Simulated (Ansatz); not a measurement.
# Calculations on C4H9NO

**1. Relaxation**

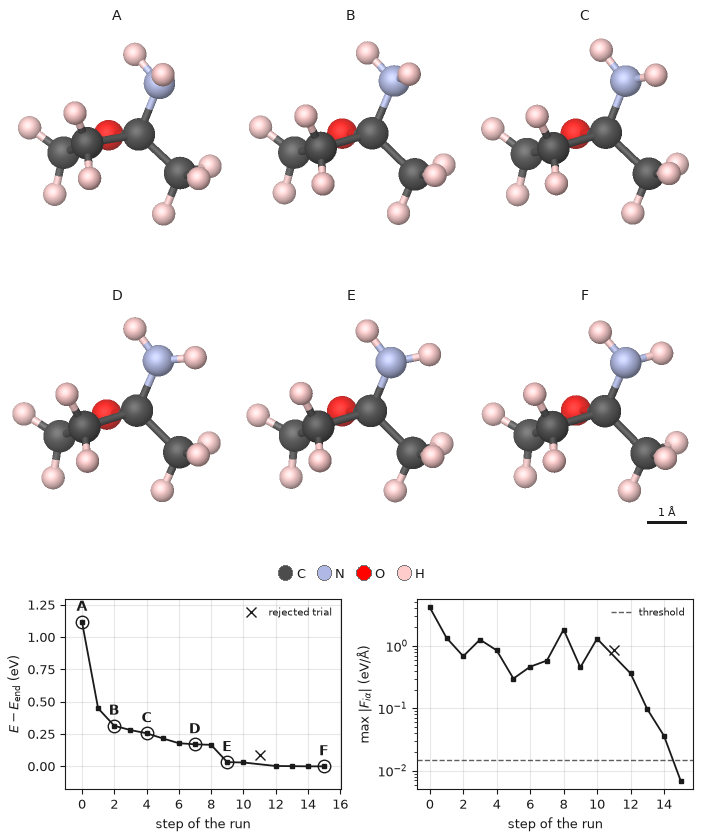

Frames of a relaxation of C₄H₉NO, marked on the history of the run. The picture is a ball-and-stick view, seen at a tilt.

The run prepares an end point of a later path (torsion) calculation, from a guessed geometry.

Method: Ansatz 0.2.0, RKS PBE/6-31G. Set-up: no spin polarisation; force threshold 0.015 eV/Å; at most 40 steps.

### What happens along the run?

The atom that moves furthest after the best rigid fit is an H atom (1.35 Å). By element the largest moves are H 1.35 Å, N 0.28 Å, C 0.19 Å, O 0.12 Å. Near-neighbour distances that change, for instance: C–O 1.449 → 1.578 Å, C–H 1.026 → 1.102 Å, C–O 1.423 → 1.498 Å, C–C 1.451 → 1.523 Å. Among the angles between lasting bonds that change: H–N–H 103.6° → 113.6°, C–C–H 121.6° → 113.7°, N–C–C 110.0° → 116.0°. The energy falls by 1.118 eV in 14 accepted moves (15 points after the start). The largest force component goes from 4.2 to 0.0069 eV/Å. The line search rejected the trial step at point 11 of the run. From step 0 to 2: an H atom moves most (0.34 Å), energy −0.804 eV. From step 2 to 4: an H atom moves most (0.39 Å), energy −0.058 eV. From step 4 to 7: an H atom moves most (0.29 Å), energy −0.085 eV. From step 7 to 9: an H atom moves most (0.36 Å), energy −0.138 eV. From step 9 to 15: an H atom moves most (0.19 Å), energy −0.032 eV.

**2. Relaxation**

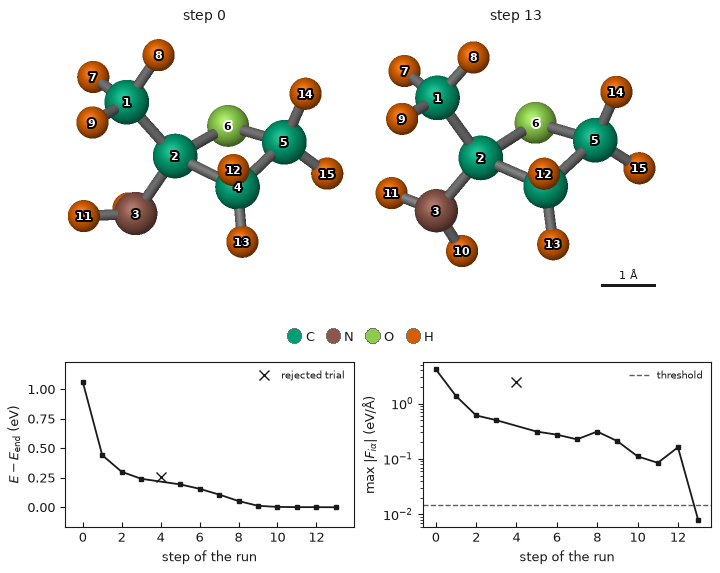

First and last geometry of a relaxation of C4H9NO, with the history of the run. Style: ball-and-stick. Shown at a tilt.

The run prepares an end point of a later path (torsion) calculation, from a guessed geometry.

Method: RKS PBE/6-31G in Ansatz. Settings: no spin polarisation; force threshold 0.015 eV/Å; at most 40 steps.

**Did the run converge, and what did it change?**

It converged. The energy falls by 1.063 eV in 12 accepted moves (13 points after the start). The largest force component goes from 4.1 to 0.008 eV/Å. The line search rejected the trial step at point 4 of the run. H10 moves most after the best rigid fit: 1.09 Å. By element the largest moves are H 1.09 Å, N 0.22 Å, C 0.17 Å, O 0.12 Å. Near-neighbour distances that change, for instance: C2–O6 1.449 → 1.578 Å, C4–H13 1.026 → 1.102 Å, C5–O6 1.423 → 1.498 Å, C1–C2 1.451 → 1.523 Å. Among the angles between lasting bonds that change: H10–N3–H11 103.6° → 113.6°, C5–C4–H13 121.6° → 114.0°, N3–C2–C4 110.0° → 115.8°. Groups turn about C2–N3 by about 75°. The run took 100 s on 1 thread of Intel(R) Xeon(R) Processor @ 2.70GHz, on a shared host, peak memory 0.17 GiB.

**3. Path**

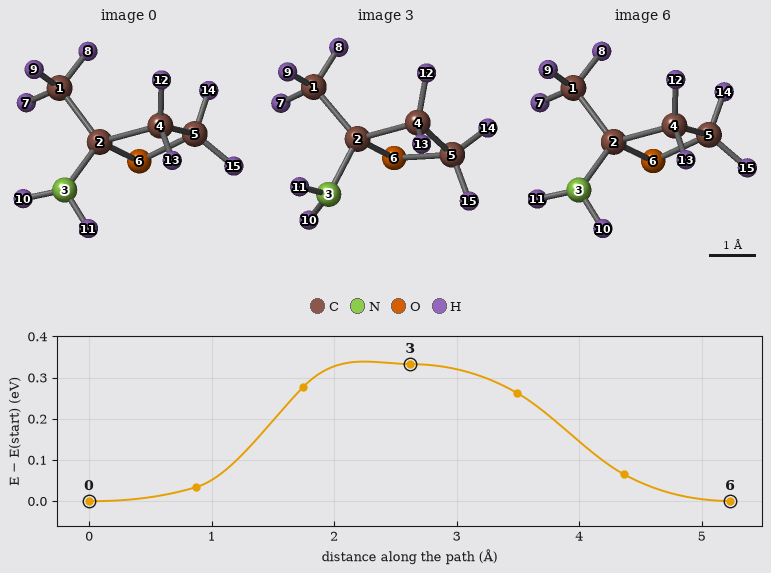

A search for the minimum-energy path of C$_{4}$H$_{9}$NO by the nudged elastic band. Images are numbered from 0 (start) to 6 (end). Style: ball-and-stick. Shown at a tilt.

Computed with RKS PBE/6-31G (Ansatz 0.2.0). Set-up: 5 movable images; climbing image; force threshold 0.05 eV/Å; iteration limit 60; starting path through a guess of the saddle point.

**Describe the mechanism and the energy profile.**

The motion is a rotation about the C2–N3 bond. No bond forms or breaks between the ends. Bond angles that change up to the highest image, for instance: N3–C2–O6 114.5° → 107.0°, C2–N3–H10 116.7° → 111.9°. The barrier is about 0.33 eV in both directions, with image 3 at the top; the ends have the same energy. The band converged in 19 iterations. The largest component of the band force went from 170 to 0.018 eV/Å. The climbing image converged on the top of the path. Its vibrational analysis gives one imaginary mode (139i cm⁻¹), as a transition state must have.
